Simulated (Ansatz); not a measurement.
# GePd: structures and their energies

8 relaxations of GePd ended in 7 distinct structures. Method: r2SCAN (plane waves to 500 eV, PAW, scalar-relativistic; Ansatz, a quantum-chemistry and plane-wave program).

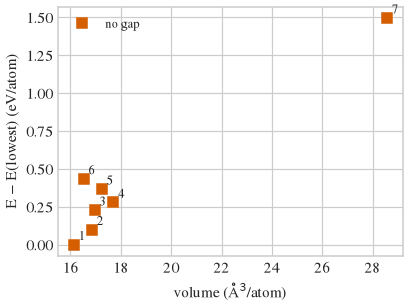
Energy against volume of the distinct structures, numbered as in the table

| # | space group | Pearson | type | E − E(lowest) (eV/atom) | V (Å³/atom) | coordination | runs ending here |
|---|---|---|---|---|---|---|---|
| 1 | Pnma | oP8 | – | 0.00 | 16.14 | – | 2 |
| 2 | P6₃/mmc | hP4 | NiAs type | 0.10 | 16.84 | Pd 6 (octahedral), Ge 6 | 1 |
| 3 | P6₃/mmc | hP8 | AFLOW prototype AB_hP8_194_ad_f (B_i, as in TiAs) | 0.23 | 16.98 | – | 1 |
| 4 | P6/mmm | hP6 | AFLOW prototype AB_hP6_191_f_ad (B35, as in CoSn) | 0.28 | 17.71 | – | 1 |
| 5 | Fm-3m | cF8 | rock salt type | 0.37 | 17.23 | Ge 6 (octahedral), Pd 6 (octahedral) | 1 |
| 6 | P6₃/mmc | hP8 | – | 0.43 | 16.52 | – | 1 |
| 7 | Pmmm | oP4 | – | 1.49 | 28.57 | – | 1 |

Coordination numbers (neighbours up to the widest gap in distance over summed covalent radii, below 1.35; n+m marks a second, longer set; metal–metal contacts left out). All are gapless at this level. Pnma, oP8 is the lowest among the structures calculated here.

Space group Pnma (No. 62); a = 5.7747 Å, b = 3.5628 Å, c = 6.2752 Å, α = β = γ = 90.00°

```tsv
atom	site	symmetry	x	y	z
Pd	4c	.m.	0.0033	0.2500	0.1911
Ge	4c	.m.	0.1856	0.2500	0.5780
```

Each run could gain symmetry but not lose that of its start, so entries can be saddle points. All of these are generated cells (placed on structure types, drawn at random, substituted or restacked) that were not matched to a known phase here. The real structure of this composition may not be among these. Static energies at zero pressure. No spin polarisation in the result. A magnetic state may lie lower.
